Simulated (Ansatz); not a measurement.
The starting structures come from a database of crystals and need not be the phases stable at ambient conditions.

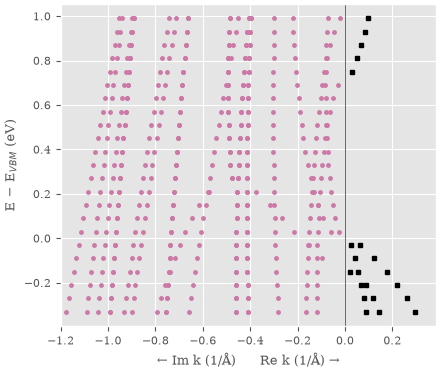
Figure. Complex bands at the centre of the two-dimensional zone; r2SCAN (Ansatz, a first-principles code)

The gap is the functional's own. No spin-orbit coupling. Mid-gap values are interpolated on the energy grid.

Question: This is Sr(ZnAs)$_{2}$ (P-3m1, not sure to be the ambient phase, 5 atoms a cell, 22.4 Å³ an atom) along the normal of (110). Read off the slowest decay at the centre of the two-dimensional zone at 0.39 eV, the computed energy nearest the middle of the gap.

Answer: κ ≈ 0.07 1/Å, a decay length 1/(2κ) of the density of 6.8 Å.
